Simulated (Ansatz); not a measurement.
Relaxed Ge (diamond):

```
Ge
1.0
    0.00000     2.88111     2.88111
    2.88111     0.00000     2.88111
    2.88111     2.88111     0.00000
Ge
2
Direct
  0.50000   0.50000   0.50000
  0.75000   0.75000   0.75000
```

The atoms are displaced by Q × the pattern below (from a DFPT mode at Γ, largest move 1; Q in Å), at fixed cell. It is one choice among 3 degenerate patterns.

| atom | x | y | z |
|---|---|---|---|
| Ge1 | 0.000 | 0.000 | -1.000 |
| Ge2 | 0.000 | 0.000 | 1.000 |

The numbers are results of PBE (plane waves to 420 eV, PAW, scalar-relativistic; Ansatz, an electronic-structure program), not measurements. k mesh 14×14×14 (Γ-centred), Fermi-Dirac smearing 0.05 eV. E stands for the smeared free energy. With partly filled bands, energies and forces of such displacements shift with the k mesh and the smearing. Ge was relaxed with its symmetry unable to fall. The PAW data are Ansatz's earlier set. ΔE is measured from the undisplaced structure.

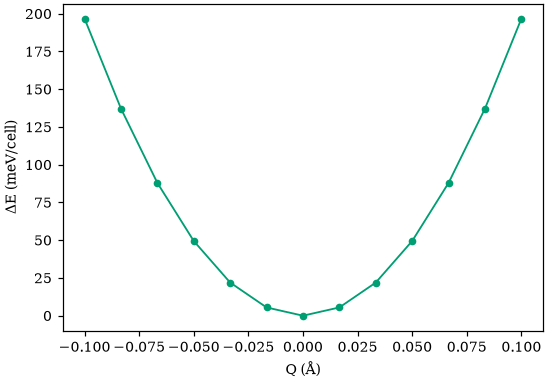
Fig. 1. ΔE (meV/cell) against Q (Å); one marker a computed point.

### Question
What is the energy change at Q = 0.100 Å?

### Answer
About 200 meV/cell.

### Question
What harmonic wavenumber does the curvature at Q = 0 give?

### Answer
About 270 cm⁻¹.

(A displaced cell: forces are minus the slopes of the energy, force constants its curvatures, and phonons follow from these.)
